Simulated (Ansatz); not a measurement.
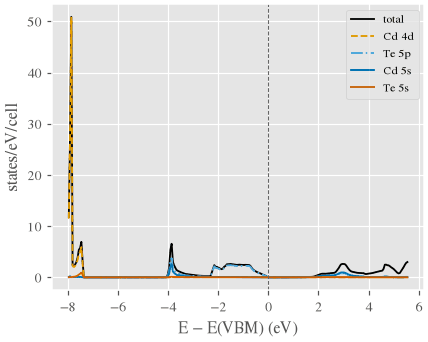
Total and projected density of states of CdTe (zinc blende, F-43m), PBE in the plane-wave PAW code Ansatz

Task: Which orbitals carry the states next to the gap?

Result: Top 1 eV of the valence band: Te 5p 92 %. Bottom 1 eV of the conduction band: Cd 5s 53 %, Te 5p 28 %, Te 5s 16 %. Projections are on Löwdin-orthogonalised atomic valence shells; empty p or d shells of many metals are not among them.

The cell was relaxed with PBE under the symmetry of its start. Spin–orbit coupling is left out wherever it is not named.

Potentials: the later of the program's two PAW sets.
